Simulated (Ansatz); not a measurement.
# Cu(111) with 4 thermally displaced layers, 2x2: scattering by thermal displacements

How much do lattice vibrations at 80 K scatter the electrons of Cu? Layers with random displacements are laid between perfect leads, and the resistance is followed against their length. The measured value for the pure metal at this temperature is 0.215 µΩ cm (CRC Handbook of Chemistry and Physics, 84th ed., 2003, Electrical Resistivity of Pure Metals).

Program: Ansatz 0.2.0. Level of theory: Ansatz plane-wave DFT, PBE, PAW files; ballistic transport by layer matching (Landauer), zero bias; PAW set soft_1. Results are calculated unless marked as measured.

## 1. Starting point

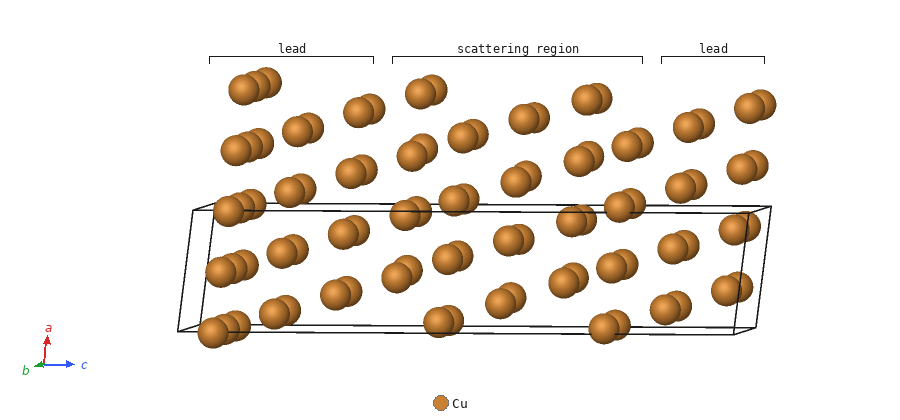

Start, viewed from the side, with the c axis across the page; copper orange. 2×1×1 cells are drawn. Some periodic images of atoms are drawn too.

The cell holds 40 atoms: 40 Cu. Its edges and angles: a = 5.112 Å, b = 5.112 Å, c = 20.923 Å, α = 93.5°, β = 86.5°, γ = 120.0°. It derives from Cu. Regions: lead, 24 atoms (24 Cu); scattering region, 16 atoms (16 Cu). The structure is stacked along c, and the current runs across the ab planes.

## 2. With 4 displaced layers

Each atom of 4 layers is moved at random, by amounts drawn from a normal law 0.0473 Å wide in each direction from the Debye model (343 K) at 80 K. The layers about the cell's end stay perfect and serve as the lead. Disorder leaves little or no symmetry, which makes such runs dear. Energies from -0.05 to 0.05 eV in steps of 0.05 eV are too few for the program's thermal sum, so it prints no conductance; for a metal the transmission near the Fermi level serves, at a fraction of the cost.

Input file input.yaml:

```yaml
crystal:
  lattice:
    - [5.1123254594, 0.0, 0.0]
    - [-2.5561627297, 4.4274037203, 0.0]
    - [1.2780813649, -0.73790062, 20.8709812911]
  atoms:
    - { symbol: Cu, position: [0.9916666667, 0.0083333333, 0.05] }
    - { symbol: Cu, position: [0.9916666667, 0.5083333333, 0.05] }
    - { symbol: Cu, position: [0.4916666667, 0.0083333333, 0.05] }
    - { symbol: Cu, position: [0.4916666667, 0.5083333333, 0.05] }
    - { symbol: Cu, position: [0.1416666667, 0.3583333333, 0.15] }
    - { symbol: Cu, position: [0.1416666667, 0.8583333333, 0.15] }
    - { symbol: Cu, position: [0.6416666667, 0.3583333333, 0.15] }
    - { symbol: Cu, position: [0.6416666667, 0.8583333333, 0.15] }
    - { symbol: Cu, position: [0.2916666667, 0.2083333333, 0.25] }
    - { symbol: Cu, position: [0.2916666667, 0.7083333333, 0.25] }
    - { symbol: Cu, position: [0.7916666667, 0.2083333333, 0.25] }
    - { symbol: Cu, position: [0.7916666667, 0.7083333333, 0.25] }
    - { symbol: Cu, position: [0.9418825075, 0.0571631714, 0.3514522906] }
    - { symbol: Cu, position: [0.9396379816, 0.5527436551, 0.3508199914] }
    - { symbol: Cu, position: [0.4590670919, 0.0681917183, 0.3484041351] }
    - { symbol: Cu, position: [0.4266045125, 0.5516861045, 0.3500937152] }
    - { symbol: Cu, position: [0.0694432718, 0.4055235416, 0.4471746397] }
    - { symbol: Cu, position: [0.0820978912, 0.9023956204, 0.4492827241] }
    - { symbol: Cu, position: [0.6010983404, 0.4194292951, 0.4497085211] }
    - { symbol: Cu, position: [0.600628869, 0.9013552089, 0.4507971216] }
    - { symbol: Cu, position: [0.250814384, 0.2590573251, 0.548313962] }
    - { symbol: Cu, position: [0.2306036667, 0.7535234349, 0.5504993379] }
    - { symbol: Cu, position: [0.7312618784, 0.2560370524, 0.5496389244] }
    - { symbol: Cu, position: [0.7476867934, 0.760762368, 0.550805881] }
    - { symbol: Cu, position: [0.8846245108, 0.1072440588, 0.6517778262] }
    - { symbol: Cu, position: [0.8981907233, 0.5954460229, 0.6534331347] }
    - { symbol: Cu, position: [0.4082027958, 0.1167855587, 0.6505997077] }
    - { symbol: Cu, position: [0.3958126995, 0.6246605592, 0.6544452904] }
    - { symbol: Cu, position: [0.0416666667, 0.4583333333, 0.75] }
    - { symbol: Cu, position: [0.0416666667, 0.9583333333, 0.75] }
    - { symbol: Cu, position: [0.5416666667, 0.4583333333, 0.75] }
    - { symbol: Cu, position: [0.5416666667, 0.9583333333, 0.75] }
    - { symbol: Cu, position: [0.1916666667, 0.3083333333, 0.85] }
    - { symbol: Cu, position: [0.1916666667, 0.8083333333, 0.85] }
    - { symbol: Cu, position: [0.6916666667, 0.3083333333, 0.85] }
    - { symbol: Cu, position: [0.6916666667, 0.8083333333, 0.85] }
    - { symbol: Cu, position: [0.8416666667, 0.1583333333, 0.95] }
    - { symbol: Cu, position: [0.8416666667, 0.6583333333, 0.95] }
    - { symbol: Cu, position: [0.3416666667, 0.1583333333, 0.95] }
    - { symbol: Cu, position: [0.3416666667, 0.6583333333, 0.95] }
kpoints:
  mp_grid: { grid: [5, 5, 1] }
hamiltonian:
  xc: pbe
  pseudopotentials: { kind: paw, azcp: { folder: soft_1 } }
scf:
  occupations: { method: fermi_dirac, width: 0.1 }
output:
  transmission:
    leads: [[0, 4]]
    kmesh: [10, 10]
    e_range: [-0.05, 0.05]
    de: 0.05
  write_potential: true
  write_density: true
  volumetric_format: npy
  elf: true
```

Launch:

```
$ ansatz run input.yaml --threads 8 --pin off --max-ram 15360MiB --backend cpu --events-out ev --progress --plain --runs-dir out
```

Numbers of over 12 decimals in the logs are rounded to 6 here.

What it wrote:

```text
Engine: ansatz 0.2.0, x86_64-unknown-linux-gnu
Pseudopotentials: kind: paw
Pseudopotential: Cu, paw, valence charge 19, recommended cutoff 420 eV (normal), soft_1/Cu.paw.azcp
Functional definition: PBE
  parameter kappa = 0.804
  parameter beta = 0.066725
  exchange = pbe_x(kappa = kappa, mu = beta*pi^2/3)
  correlation = pbe_c(beta = beta)
Crystal: 40 atoms, lattice volume = 472.401 Å³
Basis set: ecut = 420 eV, 9295 PW (Γ)
Bands: 456, of which v1, the nominal top of the filled ones, is band 380 counted from 1 (379 counted from 0)
Symmetry: 1 space group operations
Space group: P1 (ITA 1), of the structure as read, at distance tolerance 7.8e-5 Å
k-points: 13 of 25 (time reversal used)
Non-local potential: Cu, projectors of the file, l = 0: 3, l = 1: 2, l = 2: 3, l = 3: 1
PAW form: soft (Blöchl's): semilocal exchange-correlation on the pseudo side does not see the compensation charge
PAW one-centre angular grid: Cu, 590 points (default); XC on 64 Gauss nodes
Initial density: superposition of atomic densities (chi_scale 0.1, normalization cell)
Initial wavefunctions: pseudopotential atomic-orbital guess
Functional: x = pbe(κ = 0.804, μ = 0.219515), c = pbe(β = 0.066725)
SCF iter   1: F=—  HF=-265043.588991 eV  |F-HF|=—  |Δ(HF+E_count)|=         —  Δρ=2.68e-1  dr2=2.03e2  ethr=3.10e-3  ⟨swp⟩=4.8  Hψ=18237  notcnv=0  defer=16
preconditioner: auto → Kerker (q_TF=auto, 2.953 Å⁻¹)  [metal: Δε(μ)=0.003 eV  Ē_g=9.108 eV  σ=0.100 eV  W_gap=0.01  n_scr=218 (ndim 8)  ℏωp=35.8 eV  f_vac=0.000  D(μ)=23.58/eV (n_scr^D=228)]
SCF iter   2: F=—  HF=-265013.327798 eV  |F-HF|=—  |Δ(HF+E_count)|=    3.03e1  Δρ=7.37e-2  dr2=2.00e1  ethr=3.10e-3  ⟨swp⟩=2.0  Hψ=10962  notcnv=0  defer=688
SCF iter   3: F=—  HF=-265007.967504 eV  |F-HF|=—  |Δ(HF+E_count)|=    5.36e0  Δρ=4.48e-2  dr2=7.57e0  ethr=2.63e-3  ⟨swp⟩=2.0  Hψ=7043  notcnv=0  defer=700
SCF iter   4: F=—  HF=-265006.588661 eV  |F-HF|=—  |Δ(HF+E_count)|=    1.38e0  Δρ=8.80e-3  dr2=2.21e-1  ethr=9.95e-4  ⟨swp⟩=2.2  Hψ=8205  notcnv=0  defer=700
SCF iter   5: F=—  HF=-265006.925479 eV  |F-HF|=—  |Δ(HF+E_count)|=   3.37e-1  Δρ=2.58e-3  dr2=2.11e-2  ethr=2.91e-5  ⟨swp⟩=2.0  Hψ=9954  notcnv=0  defer=714
SCF iter   6: F=—  HF=-265006.936493 eV  |F-HF|=—  |Δ(HF+E_count)|=   1.10e-2  Δρ=1.42e-3  dr2=7.15e-3  ethr=2.77e-6  ⟨swp⟩=2.0  Hψ=10152  notcnv=0  defer=714
SCF iter   7: F=—  HF=-265006.936174 eV  |F-HF|=—  |Δ(HF+E_count)|=   3.19e-4  Δρ=2.64e-4  dr2=2.59e-4  ethr=9.41e-7  ⟨swp⟩=2.0  Hψ=10123  notcnv=0  defer=714
SCF iter   8: F=—  HF=-265006.936229 eV  |F-HF|=—  |Δ(HF+E_count)|=   5.48e-5  Δρ=8.62e-5  dr2=2.83e-5  ethr=3.40e-8  ⟨swp⟩=1.1  Hψ=5212  notcnv=0  defer=714
SCF iter   9: F=—  HF=-265006.936179 eV  |F-HF|=—  |Δ(HF+E_count)|=   5.00e-5  Δρ=4.75e-5  dr2=1.10e-5  ethr=3.72e-9  ⟨swp⟩=2.0  Hψ=7686  notcnv=0  defer=714
SCF iter  10: F=—  HF=-265006.936178 eV  |F-HF|=—  |Δ(HF+E_count)|=   1.18e-6  Δρ=8.32e-6  dr2=4.38e-7  ethr=1.45e-9  ⟨swp⟩=2.0  Hψ=7663  notcnv=0  defer=714
SCF iter  11: F=-265006.936178 eV  HF=-265006.936178 eV  |F-HF|=6.01e-8  |Δ(HF+E_count)|=   1.03e-7  Δρ=1.95e-6  dr2=5.36e-8  ethr=1.32e-11  ⟨swp⟩=7.0  Hψ=20403  notcnv=0
SCF 1 converged in 11 iterations: F = -265006.936178 eV  dr2 = 5.36e-8
  greatest PAW one-centre occupation: 1.000 electrons in one spin orbital (limit 2), on the Cu atom at site 20 (counted from 0), in its partial waves of l = 0
transmission: 162 of 1560 steps passed
transmission: 324 of 1560 steps passed
[...]
transmission: 1560 of 1560 steps passed
SCF converged after 11 iterations
Free energy (F): -265006.936178 eV
Harris-Foulkes:  -265006.936178 eV  (|F-HF|=6.01e-8)
Internal energy: -265006.429630 eV  (E = F + TS)
E sigma→0 (E₀):  -265006.682904 eV
Entropy (-TS):   -0.506547 eV (-12.664 meV/atom)
Fermi energy:    16.339900 eV
--- Per-component energies (eV) ---
  E_band       = -14694.037127
  E_kinetic    = 10472.493338
  E_local      = -180378.735397  (includes V_loc(G=0)·N_el)
  E_nonlocal   = 35589.054808
  E_hartree    = 76416.562669
  E_xc         = -2761.427179
  E_vxc        = -3565.822069  (∫ρ·V_xc dr)
  E_paw        = -72593.563497  (= ΣΔE_a)
  E_vpaw       = -29644.204543  (= ΣTr[D̂ρ^β])
  E_aug_tail   = 0.041331  (compensation charges beyond the density's cutoff)
  E_ewald      = -131750.855704
  E_smearing   = -0.506547  (= −TS)
  E_closure    = -0.000000  (closes the sum)
  Σ components = -265006.936178   (vs F -265006.936178, Δ=0.00e0)
--- Band table (eV; the first three rows and the last of 13) ---
  k-point 0: bands = [... 376 lower, 16.2367, 16.6640, 16.6826, 16.6918, 16.7121, 17.0311, 17.0442, 17.2688, ... 72 higher]
  k-point 1: bands = [... 376 lower, 15.9618, 16.0591, 16.0941, 16.2605, 16.3973, 16.4402, 16.4683, 16.5471, ... 72 higher]
  k-point 2: bands = [... 376 lower, 16.1243, 16.1487, 16.1865, 16.2139, 16.2831, 16.3869, 16.5227, 16.6674, ... 72 higher]
  k-point 12: bands = [... 376 lower, 15.3350, 15.9985, 16.0740, 16.3104, 16.3365, 16.6146, 16.8484, 17.6147, ... 72 higher]
--- Transmission ---
  basis      : 199 plane waves across, 30 finite elements along
  points     : 52, standing for a mesh of 10 x 10
  energies   : 3 from -0.050000 to 0.050000 eV about the Fermi level, 0.050000 eV apart; the leads are filled to 0.000000 eV, and channels, transmission and decay are at 0.000000 eV
  crystal 0  : Cu4, at the sites [0, 4], period 2.0871 Å, over 12.52 Å; its Hamiltonian steps by up to 2.7 meV
    offset         : up to 0.0000 Å between an atom of the period and one for which it stands
    channels       : 3.210000e0 a spin
    conductance    : none, the energies end too early or step too widely for 300 K: set another output.transmission.e_range or a lower de, or, where they end at an eighth of basis.ecutwfc, a higher one
  junction   : crystal 0 to crystal 0, 0.70 to 19.48 Å
    transmission   : 3.179739e0 a spin
    conductance    : none, the energies end too early or step too widely for 300 K: set another output.transmission.e_range or a lower de, or, where they end at an eighth of basis.ecutwfc, a higher one
```

It took 1.8 min on 8 threads of Intel Xeon 6975P-C (Granite Rapids), shared host; peak memory 8.1 GiB.

The column dr2 measures how far the density is from self-consistency, as an energy; F and HF (Harris–Foulkes) agree once it is small.

This step gave:

```yaml
free_energy: -265006.9362 eV
energy_at_zero_smearing: -265006.6829 eV
fermi_energy: 16.34 eV
cell_area: 22.63 Å²
transmission_per_spin_nearest_the_fermi_level: 3.180
open_channels_per_spin_nearest_the_fermi_level: 3.21
step_of_the_lead_s_potential: 2.7 meV
```

Per spin. The transmission, zone mean stays at 3.18 for energy from -0.05 to 0.05 eV.

Per spin. The open channels, zone mean, lead stays at 3.21 for energy from -0.05 to 0.05 eV.

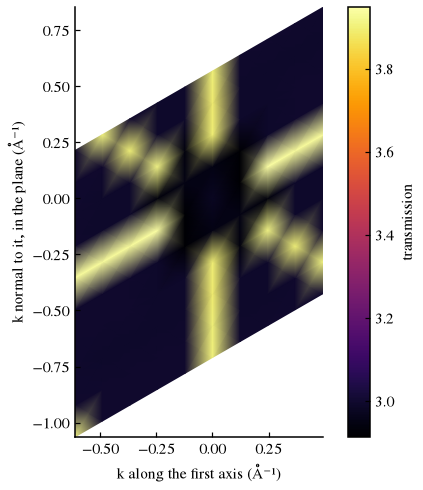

Transmission over k1 and k2. At 0.0000 eV from the Fermi level.

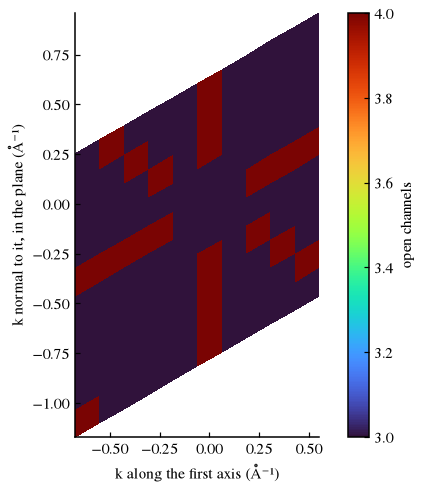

Open channels over k1 and k2. At 0.0000 eV from the Fermi level.

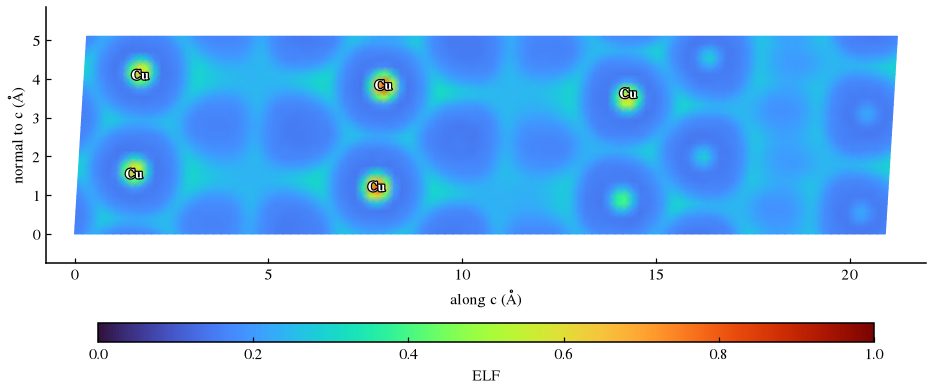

ELF in the ca plane at fractional y = 0.552, with atoms of Cu within 0.2 Å of it. It is the smooth field of the valence electrons, not physical close to the nuclei. The map starts off the cell's origin, so that atoms lie inside it.

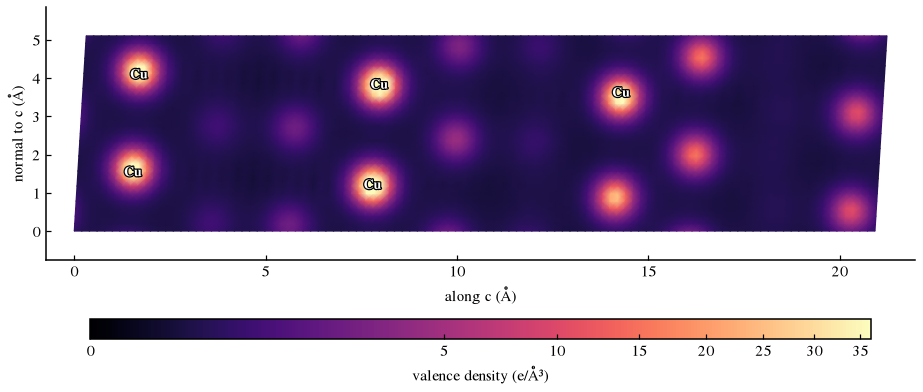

Valence density in the ca plane at fractional y = 0.552, with atoms of Cu within 0.2 Å of it. It is the smooth field of the valence electrons, not physical close to the nuclei. The map starts off the cell's origin, so that atoms lie inside it. The colour scale is stretched toward low values.

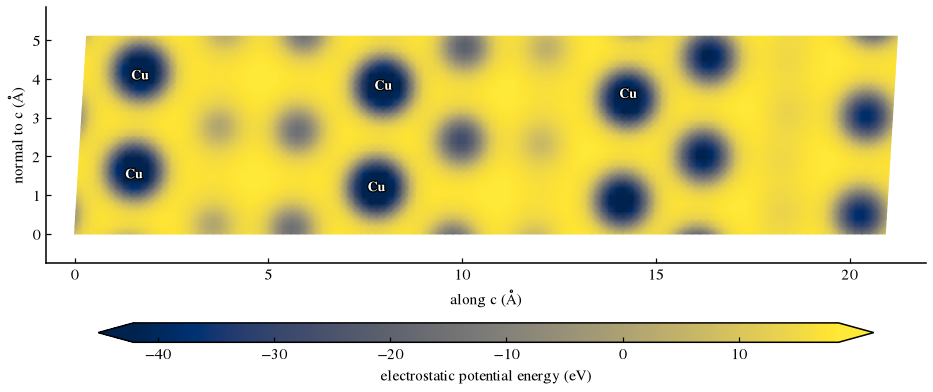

Electrostatic potential energy in the ca plane at fractional y = 0.552, with atoms of Cu within 0.2 Å of it. With pseudopotentials it is smooth inside the atoms' cores, unlike the true potential. The map starts off the cell's origin, so that atoms lie inside it.

Over the solved energies the transmission per spin lies between 3.18 and 3.18, out of 3.21 channels of the lead on average (up to 3.21).

(Continued in part 2 of 2.)

[Logs are printed without paths, hosts, clocks, repeated set-up lines and the standing remarks that a program may print on its own settings, such as how far it seeks lower states.]

[Hosts, paths, dates, database ids (printed as entryN), source tags and the programs' standing remarks are cut or masked in the printed files.]
